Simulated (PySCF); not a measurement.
**MP2/6-31G(d) (spherical functions) run of BPH5Br (SMILES [PH3+][BH2-]Br)**

What is the vertical singlet–triplet gap of BPH5Br at MP2/6-31G* (spherical functions)? Input form: a Python script.

The results are computed with PySCF 2.14.0.

## (1) The molecule

BPH5Br has 8 atoms, charge 0, and is taken as a singlet. As SMILES, `[PH3+][BH2-]Br`. The coordinates come from a GFN2-xTB relaxation.

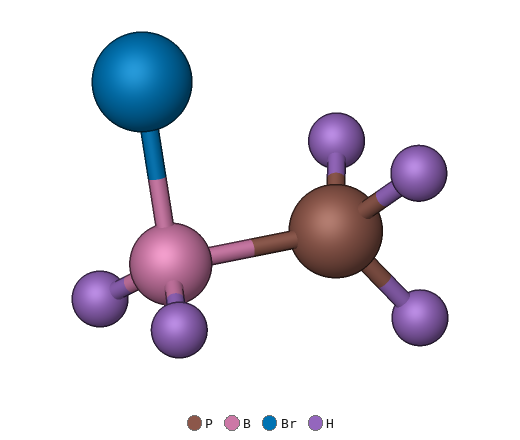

The structure, seen from a chosen angle (phosphorus brown, boron pink, bromine blue, hydrogen purple).

## (2) A single-point energy at MP2/6-31G(d) (spherical functions)

Input file input.py:

```python
# [PH3+][BH2-]Br
from pyscf import gto, scf, mp

mol = gto.Mole()
mol.atom = '''
P     -0.552170     0.571140    -0.291530
B      0.510210    -0.968900     0.139050
Br     1.674030     0.046830     1.412150
H     -1.633520     0.650290    -1.171600
H      0.174060     1.643130    -0.765050
H     -1.133950     1.179170     0.800510
H     -0.148120    -1.784690     0.690780
H      1.109460    -1.336970    -0.814320
'''
mol.max_memory = 1860
mol.basis = '6-31g*'
mol.verbose = 3
mol.build()

mf = scf.RHF(mol)
mf.conv_tol = 1e-10
mf.kernel()
if not mf.converged:
    mf = mf.newton().run(mf.mo_coeff, mf.mo_occ)

pt = mp.MP2(mf, frozen=15).run()
energy = pt.e_tot
print(f'total energy: {energy:.8f} hartree')
```

The run is started by

```console
OMP_NUM_THREADS=1 python input.py
```

Output:

```text
converged SCF energy = -2940.41443947496
E(RMP2) = -2940.86295155886  E_corr = -0.448512083898063
E(SCS-RMP2) = -2940.84654783457  E_corr = -0.432108359606708
total energy: -2940.86295156 hartree
```

It took 2.2 s on 1 thread of Arm Neoverse V1, shared host; peak memory 0.16 GiB.

## (3) The triplet

Input file calc.py:

```python
from pyscf import gto, mp

molecule = gto.M(
    atom=[
    ('P', (-0.552170, 0.571140, -0.291530)),
    ('B', (0.510210, -0.968900, 0.139050)),
    ('Br', (1.674030, 0.046830, 1.412150)),
    ('H', (-1.633520, 0.650290, -1.171600)),
    ('H', (0.174060, 1.643130, -0.765050)),
    ('H', (-1.133950, 1.179170, 0.800510)),
    ('H', (-0.148120, -1.784690, 0.690780)),
    ('H', (1.109460, -1.336970, -0.814320)),
],
    spin=2,
    basis='6-31g*',
    charge=0,
    verbose=3,
    max_memory=1860,
)

hf = molecule.UHF()
hf.conv_tol = 1e-10
hf.kernel()
if not hf.converged:
    hf = hf.newton().run(hf.mo_coeff, hf.mo_occ)

pt = mp.MP2(hf, frozen=15).run()
e_tot = pt.e_tot
print('E = %.10f Eh' % e_tot)
```

The run is started by

```console
OMP_NUM_THREADS=1 python calc.py
```

Output:

```text
WARN: HOMO 0.080108058719297 >= LUMO -0.323281925557396

WARN: HOMO -0.113667523929564 >= LUMO -0.11469146989343

converged SCF energy = -2940.17163850347  <S^2> = 2.0193688  2S+1 = 3.0128849
E(UMP2) = -2940.61310696504  E_corr = -0.441468461567696
E(SCS-UMP2) = -2940.59547621119  E_corr = -0.423837707726436
E = -2940.6131069650 Eh
```

Wall time 3.3 s (1 thread of Arm Neoverse V1, shared host); peak memory 0.17 GiB.

## (4) What came out

Level: MP2/6-31G* (spherical functions), 15 core orbitals frozen.

| quantity | value |
| --- | --- |
| singlet: total energy | -2940.86295 Eh |
| singlet: dipole moment (Hartree–Fock density) | 5.35 D |
| singlet: HOMO energy (Hartree–Fock orbitals) | -10.15 eV |
| singlet: LUMO energy (Hartree–Fock orbitals) | 3.73 eV |
| singlet: HOMO–LUMO gap (Hartree–Fock orbitals) | 13.88 eV |
| singlet: correlation energy (15 core orbitals frozen) | -448.5 mEh |
| triplet: total energy | -2940.61311 Eh |
| triplet: dipole moment (Hartree–Fock density) | 2.25 D |
| triplet: HOMO energy (Hartree–Fock orbitals) (highest over α and β) | -3.10 eV |
| triplet: LUMO energy (Hartree–Fock orbitals) (lowest over α and β) | -2.23 eV |
| triplet: correlation energy (15 core orbitals frozen) | -441.5 mEh |
| triplet: ⟨S²⟩ of the reference determinant | 2.019 |
| vertical energy of the triplet above the singlet | 6.799 eV |

At this shape the triplet lies 6.80 eV (157 kcal/mol) above the singlet. Mulliken charges (singlet) of the mean-field density run from -0.31 on Br3 to +0.38 on P1; they depend strongly on the basis. Mulliken charges (triplet) of the mean-field density run from -0.26 on B2 to +0.23 on Br3; they depend strongly on the basis.
